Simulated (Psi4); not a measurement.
**[BH2F2]− (SMILES F[BH2-]F): levels of theory compared**

Aim: a comparison of 4 runs (HF/STO-3G, HF/3-21G, B3LYP/6-31G*, TPSSh/cc-pVTZ) of [BH2F2]−. 

The results are computed with Psi4 1.11.

2 further runs of the same task are left out: 2 set aside as unsound or not needed.

### 1 The system as given

[BH2F2]−: 5 atoms, total charge -1, spin state singlet. As SMILES, `F[BH2-]F`. The B2–H4 distance was set to 2.696 Å, away from the relaxed value. At this shape a bond of the SMILES string is far longer than usual.

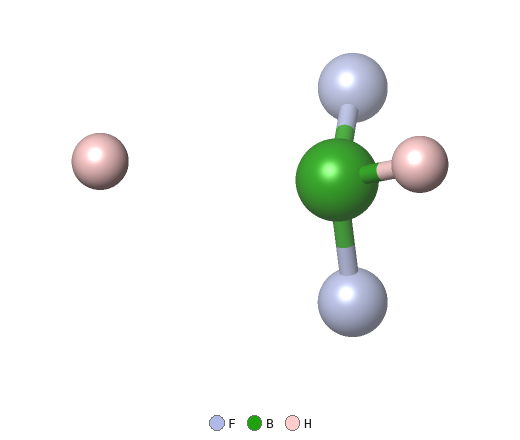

The structure, seen from a chosen angle (fluorine light blue, boron green, hydrogen pink).

### 2 Energy and forces at HF/STO-3G (run 1)

The input, bf2h2.xyz:

```xyz
5
BF2H2
F     -0.930401     1.313713     1.658578
B      0.280099     0.703483     1.219308
F      0.654149    -0.258117     2.202068
H     -0.171950    -0.560090    -1.118950
H      1.154379     1.557863     1.140588
```

The input, run.py:

```python
import numpy as np
from ase.calculators.psi4 import Psi4
from ase.io import read

a = read('bf2h2.xyz')
calc = Psi4(atoms=a, method='hf', basis='STO-3G', memory='1600MB', num_threads=1, charge=-1, multiplicity=1, label='calc')
calc.psi4.set_options({'puream': True, 'e_convergence': 1e-09, 'd_convergence': 1e-08, 'scf_type': 'pk'})
a.calc = calc

forces = a.get_forces()
print(f'energy: {a.get_potential_energy():.6f} eV')
print('forces / eV A^-1')
print(np.round(forces, 5))
```

Run with:

```bash
python run.py
```

calc.dat:

```text
[...]
  Running in c1 symmetry.
[...]
  Nuclear repulsion =   62.558746032401181
[...]
  Multiplicity = 1
[...]
  Nalpha       = 13
  Nbeta        = 13
[...]
    Number of basis functions: 17
[...]
   @RHF iter   1:  -221.18468060170474   -1.63620e+00   2.11862e-02 DIIS/ADIIS
[...]
   @RHF iter  11:  -221.31804908103817   -5.68434e-14   2.61358e-09 DIIS
[...]
    Orbital Energies [Eh]
    ---------------------
    Doubly Occupied:
       1A    -25.635823     2A    -25.635612     3A     -7.208062
       4A     -1.233921     5A     -1.199520     6A     -0.413458
       7A     -0.321309     8A     -0.287457     9A     -0.261257
      10A     -0.207272    11A     -0.192328    12A     -0.158644
      13A      0.130664
[...]
  @RHF Final Energy:  -221.31804908103817
   => Energetics <=
    Nuclear Repulsion Energy =             62.5587460324011815
    One-Electron Energy =                -442.5055899820941363
    Two-Electron Energy =                 158.6287948686547793
    Total Energy =                       -221.3180490810381684
[...]
 Multipole Moments:
 ------------------------------------------------------------------------------------
     Multipole            Electronic (a.u.)      Nuclear  (a.u.)        Total (a.u.)
 ------------------------------------------------------------------------------------
 L = 1.  Multiply by 2.5417464519 to convert [e a0] to [Debye]
 Dipole X            :         -0.8674366            0.8922584            0.0248219
 Dipole Y            :          1.1838969           -0.1862549            0.9976420
 Dipole Z            :          5.9577223           -3.1422150            2.8155074
 Magnitude           :                                                    2.9871370
[...]
  -Total Gradient:
     Atom            X                  Y                   Z
    ------   -----------------  -----------------  -----------------
       1       -0.038720641395     0.032917153725     0.037610436083
       2        0.018905215673    -0.004367257908    -0.067413524293
       3        0.016895571095    -0.022254811163     0.056677851069
       4       -0.010333117134    -0.028785268789    -0.053182012124
       5        0.013252971761     0.022490184135     0.026307249267
[...]
```

Standard output:

```text
energy: -6022.370868 eV
forces / eV A^-1
[[ 1.9911  -1.69267 -1.93401]
 [-0.97215  0.22457  3.46654]
 [-0.86881  1.14439 -2.91449]
 [ 0.53135  1.4802   2.73473]
 [-0.6815  -1.15649 -1.35277]]
```

Run time: 1.5 s. Hardware: 1 thread of Intel Xeon 6975P-C (Granite Rapids), shared host; peak memory 0.19 GiB.

### 3 Energy and forces at HF/3-21G (run 2)

bf2h2.xyz is that of step 2.

The input, calc.py:

```python
import psi4

psi4.set_memory('1600 MB')
psi4.set_num_threads(1)
psi4.core.set_output_file('bf2h2.out', False)

with open('bf2h2.xyz') as f:
    atoms = ''.join(f.readlines()[2:])
mol = psi4.geometry('-1 1\n' + atoms + 'symmetry c1\nno_reorient\nno_com')

psi4.set_options({
    'basis': '3-21G',
    'reference': 'rhf',
    'puream': True,
    'e_convergence': 1e-09,
    'd_convergence': 1e-08,
    'scf_type': 'pk',
})

e, wfn = psi4.gradient("hf", molecule=mol, return_wfn=True)
psi4.oeprop(wfn, "LOWDIN_CHARGES", "DIPOLE", "QUADRUPOLE")
print('gradient / Eh bohr^-1')
print(e.np.round(6))
print(f'energy = {wfn.energy():.10f} Eh')
```

Run with:

```bash
python calc.py
```

bf2h2.out:

```text
[...]
  Running in c1 symmetry.
[...]
  Nuclear repulsion =   62.558746032401167
[...]
  Multiplicity = 1
[...]
  Nalpha       = 13
  Nbeta        = 13
[...]
    Number of basis functions: 31
[...]
   @RHF iter   1:  -223.44768811315009   -1.19272e+00   1.18815e-02 ADIIS/DIIS
[...]
   @RHF iter  11:  -223.49700698034016   -2.27374e-13   3.41481e-09 DIIS
[...]
    Orbital Energies [Eh]
    ---------------------
    Doubly Occupied:
       1A    -25.939282     2A    -25.938645     3A     -7.500046
       4A     -1.372461     5A     -1.337812     6A     -0.564741
       7A     -0.480601     8A     -0.473978     9A     -0.446291
      10A     -0.402704    11A     -0.387902    12A     -0.317356
      13A     -0.057098
[...]
  @RHF Final Energy:  -223.49700698034016
   => Energetics <=
    Nuclear Repulsion Energy =             62.5587460324011673
    One-Electron Energy =                -441.6736732897324487
    Two-Electron Energy =                 155.6179202769911001
    Total Energy =                       -223.4970069803401600
[...]
  -Total Gradient:
     Atom            X                  Y                   Z
    ------   -----------------  -----------------  -----------------
       1       -0.017314111260     0.023435913479     0.029277371203
       2        0.006999663763    -0.014902025843    -0.063202540250
       3        0.011703866141    -0.005345683239     0.039221755557
       4       -0.007304777883    -0.019316599028    -0.034615376247
       5        0.005915359237     0.016128394630     0.029318789739
[...]
 Multipole Moments:
 ------------------------------------------------------------------------------------
     Multipole            Electronic (a.u.)      Nuclear  (a.u.)        Total (a.u.)
 ------------------------------------------------------------------------------------
 L = 1.  Multiply by 2.5417464519 to convert [e a0] to [Debye]
 Dipole X            :          0.4356502           -0.1952919            0.2403583
 Dipole Y            :        -26.4644821           26.4855548            0.0210727
 Dipole Z            :        -77.8610416           77.2217533           -0.6392883
 Magnitude           :                                                    0.6833050
 L = 2.  Multiply by 1.3450342976 to convert [e a0^2] to [Debye ang]
 Quadrupole XX       :        -64.2196717           47.8395819          -16.3800898
 Quadrupole XY       :         35.5782887          -34.4259419            1.1523468
[...]
```

The script printed:

```text
gradient / Eh bohr^-1
[[-0.017314  0.023436  0.029277]
 [ 0.007    -0.014902 -0.063203]
 [ 0.011704 -0.005346  0.039222]
 [-0.007305 -0.019317 -0.034615]
 [ 0.005915  0.016128  0.029319]]
energy = -223.4970069803 Eh
```

Wall time 1.6 s (1 thread of Intel Xeon 6975P-C (Granite Rapids), shared host); peak memory 0.18 GiB.

### 4 Energy and gradient at B3LYP/6-31G(d) (spherical functions) (run 3)

The input, input.json:

```json
{
  "schema_name": "qcschema_input",
  "schema_version": 1,
  "molecule": {
    "schema_name": "qcschema_molecule",
    "schema_version": 2,
    "symbols": ["F", "B", "F", "H", "H"],
    "geometry": [-1.75820308, 2.48255778, 3.13425818, 0.5293104, 1.3293902, 2.30415818, 1.23616245, -0.48777044, 4.16130543, -0.32493841, -1.05841671, -2.11450905, 2.18146015, 2.94393441, 2.15539894],
    "molecular_charge": -1,
    "molecular_multiplicity": 1,
    "fix_symmetry": "c1",
    "fix_com": true,
    "fix_orientation": true
  },
  "driver": "gradient",
  "model": {
    "method": "b3lyp",
    "basis": "6-31G*"
  },
  "keywords": {
    "puream": true,
    "e_convergence": 1e-09,
    "d_convergence": 1e-08,
    "scf_type": "pk",
    "dft_radial_points": 99,
    "dft_spherical_points": 590,
    "scf_properties": ["WIBERG_LOWDIN_INDICES", "LOWDIN_CHARGES", "MULLIKEN_CHARGES"]
  }
}
```

Run with:

```bash
psi4 --qcschema input.json -n 1 --memory 1600MB
```

stdout:

```text
[...]
  Running in c1 symmetry.
[...]
  Nuclear repulsion =   62.558745983506910
[...]
  Multiplicity = 1
[...]
  Nalpha       = 13
  Nbeta        = 13
[...]
    Number of basis functions: 46
[...]
   @RKS iter   1:  -225.66668912497687   -6.49543e-01   1.03544e-02 ADIIS/DIIS
[...]
   @RKS iter  11:  -225.74496804423148   -8.24230e-13   1.74481e-09 DIIS
[...]
  @RKS Final Energy:  -225.74496804423148
   => Energetics <=
    Nuclear Repulsion Energy =             62.5587459835069097
    One-Electron Energy =                -443.5324552948161454
    Two-Electron Energy =                 176.1984274717593735
    DFT Exchange-Correlation Energy =     -20.9696862046816470
    Empirical Dispersion Energy =           0.0000000000000000
    VV10 Nonlocal Energy =                  0.0000000000000000
    Total Energy =                       -225.7449680442314843
[...]
 Multipole Moments:
 ------------------------------------------------------------------------------------
     Multipole            Electronic (a.u.)      Nuclear  (a.u.)        Total (a.u.)
 ------------------------------------------------------------------------------------
 L = 1.  Multiply by 2.5417464519 to convert [e a0] to [Debye]
 Dipole X            :          0.2998561           -0.1952919            0.1045642
 Dipole Y            :        -26.6170387           26.4855548           -0.1314840
 Dipole Z            :        -77.9066789           77.2217533           -0.6849256
 Magnitude           :                                                    0.7052268
[...]
  Mulliken Charges: (a.u.)
   Center  Symbol    Alpha    Beta     Spin     Total
       1     F     4.69059  4.69059  0.00000 -0.38117
       2     B     2.24965  2.24965  0.00000  0.50069
       3     F     4.69055  4.69055  0.00000 -0.38110
       4     H     0.77166  0.77166  0.00000 -0.54332
       5     H     0.59755  0.59755  0.00000 -0.19510
   Total alpha = 13.00000, Total beta = 13.00000, Total charge = -1.00000
  Lowdin Charges: (a.u.)
   Center  Symbol    Alpha    Beta     Spin     Total
       1     F     4.58216  4.58216  0.00000 -0.16432
[...]
  -Total Gradient:
     Atom            X                  Y                   Z
    ------   -----------------  -----------------  -----------------
       1       -0.016590157227     0.017599867355     0.024004062166
       2        0.013239395461    -0.005421519181    -0.054058922263
       3        0.007957023391    -0.006750389488     0.032419828087
       4       -0.005069321788    -0.013277517988    -0.023655130361
       5        0.000460068105     0.007839952194     0.021270930986
[...]
```

The result, in JSON:

```text
{
 "driver": "gradient",
 "model": {
  "method": "b3lyp",
  "basis": "6-31G*"
 },
 "success": true,
 "return_result": [-0.01659015722690424, 0.017599867355285112, 0.02400406216613163, 0.013239395460645589, -0.0054215191805113, -0.05405892226342826, 0.007957023390979479, -0.006750389487863995, 0.03241982808680674, -0.005069321788039658, -0.013277517988414735, -0.023655130361284787, 0.00046006810476174886, 0.007839952194432828, 0.021270930986351546],
 "properties": {
  "calcinfo_nbasis": 46,
  "calcinfo_nmo": 46,
  "calcinfo_nalpha": 13,
  "calcinfo_nbeta": 13,
  "calcinfo_natom": 5,
  "nuclear_repulsion_energy": 62.55874598350691,
  "return_energy": -225.74496804423148,
  "return_gradient": [-0.01659015722690424, 0.017599867355285112, 0.02400406216613163, 0.013239395460645589, -0.0054215191805113, -0.05405892226342826, 0.007957023390979479, -0.006750389487863995, 0.03241982808680674, -0.005069321788039658, -0.013277517988414735, -0.023655130361284787, 0.00046006810476174886, 0.007839952194432828, 0.021270930986351546],
  "scf_one_electron_energy": -443.53245529481615,
  "scf_two_electron_energy": 176.19842747175937,
  "scf_xc_energy": -20.969686204681647,
  "scf_dipole_moment": [0.10456418069855455, -0.13148398284446117, -0.6849255978844013],
  "scf_total_energy": -225.74496804423148,
  "scf_total_gradient": [-0.01659015722690424, 0.017599867355285112, 0.02400406216613163, 0.013239395460645589, -0.0054215191805113, -0.05405892226342826, 0.007957023390979479, -0.006750389487863995, 0.03241982808680674, -0.005069321788039658, -0.013277517988414735, -0.023655130361284787, 0.00046006810476174886, 0.007839952194432828, 0.021270930986351546],
  "scf_iterations": 11
 }
}
```

It took 6 s on 1 thread of Intel Xeon 6975P-C (Granite Rapids), shared host; peak memory 0.55 GiB.

### 5 Energy and gradient at TPSSh/cc-pVTZ (run 4)

The input, job.json:

```json
{
 "schema_name": "qcschema_input",
 "schema_version": 1,
 "molecule": {
  "schema_name": "qcschema_molecule",
  "schema_version": 2,
  "symbols": ["F", "B", "F", "H", "H"],
  "geometry": [-1.75820308, 2.48255778, 3.13425818, 0.5293104, 1.3293902, 2.30415818, 1.23616245, -0.48777044, 4.16130543, -0.32493841, -1.05841671, -2.11450905, 2.18146015, 2.94393441, 2.15539894],
  "molecular_charge": -1,
  "molecular_multiplicity": 1,
  "fix_symmetry": "c1"
 },
 "driver": "gradient",
 "model": {
  "method": "tpssh",
  "basis": "cc-pVTZ"
 },
 "keywords": {
  "puream": true,
  "e_convergence": 1e-09,
  "d_convergence": 1e-08,
  "scf_type": "pk",
  "dft_radial_points": 99,
  "dft_spherical_points": 590
 }
}
```

Run with:

```bash
psi4 --qcschema job.json -n 1 --memory 1600MB
```

stdout:

```text
[...]
  Running in c1 symmetry.
[...]
  Nuclear repulsion =   62.558745983506903
[...]
  Multiplicity = 1
[...]
  Nalpha       = 13
  Nbeta        = 13
[...]
    Number of basis functions: 118
[...]
   @RKS iter   1:  -225.72855369472569   -6.36969e-01   4.88332e-03 ADIIS/DIIS
[...]
   @RKS iter  11:  -225.85814839971727   -5.11591e-13   5.58918e-09 DIIS
[...]
    Orbital Energies [Eh]
    ---------------------
    Doubly Occupied:
       1A    -24.393320     2A    -24.393281     3A     -6.606954
       4A     -0.974007     5A     -0.945664     6A     -0.342821
       7A     -0.272949     8A     -0.259341     9A     -0.231024
      10A     -0.189910    11A     -0.172757    12A     -0.144440
      13A      0.008680
[...]
  @RKS Final Energy:  -225.85814839971727
   => Energetics <=
    Nuclear Repulsion Energy =             62.5587459835069026
    One-Electron Energy =                -443.0201088139277772
    Two-Electron Energy =                 177.9752032541735787
    DFT Exchange-Correlation Energy =     -23.3719888234699944
    Empirical Dispersion Energy =           0.0000000000000000
    VV10 Nonlocal Energy =                  0.0000000000000000
    Total Energy =                       -225.8581483997172654
[...]
 Multipole Moments:
 ------------------------------------------------------------------------------------
     Multipole            Electronic (a.u.)      Nuclear  (a.u.)        Total (a.u.)
 ------------------------------------------------------------------------------------
 L = 1.  Multiply by 2.5417464519 to convert [e a0] to [Debye]
 Dipole X            :         -0.7622644            0.8922584            0.1299941
 Dipole Y            :          1.2472383           -0.1862549            1.0609834
 Dipole Z            :          5.8340767           -3.1422150            2.6918618
 Magnitude           :                                                    2.8963260
[...]
  -Total Gradient:
     Atom            X                  Y                   Z
    ------   -----------------  -----------------  -----------------
       1       -0.017611269093     0.018450126028     0.023283797598
       2        0.010312948046    -0.008766539548    -0.055225422740
       3        0.008947631907    -0.007895778479     0.032390822491
       4       -0.004540574313    -0.011862520008    -0.021100506157
       5        0.002872612363     0.010039119457     0.020602374805
[...]
```

The result, in JSON:

```text
{
 "driver": "gradient",
 "model": {
  "method": "tpssh",
  "basis": "cc-pVTZ"
 },
 "success": true,
 "return_result": [-0.01761126909318661, 0.018450126028259795, 0.023283797598488407, 0.010312948045776912, -0.008766539547981548, -0.05522542273962899, 0.008947631906769699, -0.007895778479152682, 0.032390822490877935, -0.004540574312666255, -0.011862520007871658, -0.02110050615724357, 0.0028726123630940653, 0.01003911945724302, 0.020602374805425327],
 "properties": {
  "calcinfo_nbasis": 118,
  "calcinfo_nmo": 118,
  "calcinfo_nalpha": 13,
  "calcinfo_nbeta": 13,
  "calcinfo_natom": 5,
  "nuclear_repulsion_energy": 62.5587459835069,
  "return_energy": -225.85814839971727,
  "return_gradient": [-0.01761126909318661, 0.018450126028259795, 0.023283797598488407, 0.010312948045776912, -0.008766539547981548, -0.05522542273962899, 0.008947631906769699, -0.007895778479152682, 0.032390822490877935, -0.004540574312666255, -0.011862520007871658, -0.02110050615724357, 0.0028726123630940653, 0.01003911945724302, 0.020602374805425327],
  "scf_one_electron_energy": -443.0201088139278,
  "scf_two_electron_energy": 177.97520325417358,
  "scf_xc_energy": -23.371988823469994,
  "scf_dipole_moment": [0.1299940580174379, 1.060983425916387, 2.691861782018019],
  "scf_total_energy": -225.85814839971727,
  "scf_total_gradient": [-0.01761126909318661, 0.018450126028259795, 0.023283797598488407, 0.010312948045776912, -0.008766539547981548, -0.05522542273962899, 0.008947631906769699, -0.007895778479152682, 0.032390822490877935, -0.004540574312666255, -0.011862520007871658, -0.02110050615724357, 0.0028726123630940653, 0.01003911945724302, 0.020602374805425327],
  "scf_iterations": 11
 }
}
```

Wall time 37 s (1 thread of Intel Xeon 6975P-C (Granite Rapids), shared host); peak memory 0.72 GiB.

### 6 Overview of the runs

| run | level | integration grid | energy (Eh) | HOMO energy (eV) | LUMO energy (eV) | HOMO–LUMO gap (eV) | wall time |
| --- | --- | --- | --- | --- | --- | --- | --- |
| 1 | HF/STO-3G | – | -221.318049 | 3.56 | 12.85 | 9.30 | 1.5 s |
| 2 | HF/3-21G | – | -223.497007 | -1.55 | 8.62 | 10.18 | 1.6 s |
| 3 | B3LYP/6-31G* (spherical functions) | 99 radial × 590 angular | -225.744968 | 0.87 | 4.99 | 4.12 | 6 s |
| 4 | TPSSh/cc-pVTZ | 99 radial × 590 angular | -225.858148 | 0.24 | 3.83 | 3.59 | 37 s |

### 7 What came out

| quantity | value |
| --- | --- |
| run 4: total energy | -225.85815 Eh |
| run 4: HOMO energy | 0.24 eV |
| run 4: LUMO energy | 3.83 eV |
| run 4: HOMO–LUMO gap (to an unbound level, set by the basis) | 3.59 eV |
| run 4: largest force on an atom | 2.924 eV/Å |

**Reading.** The HOMO–LUMO gap runs from 3.59 eV (TPSSh/cc-pVTZ) to 10.18 eV (HF/3-21G). The two ends differ in method and basis. The empty levels of an anion lie above zero and hang on the basis. Totals of different functionals can't be ranked against each other. In runs 1, 3, 4 the HOMO lies above zero, so the outermost electron may be held by the basis alone. In run 1 the basis is minimal, so the values are rough. All runs together took 46 s, the longest 37 s.
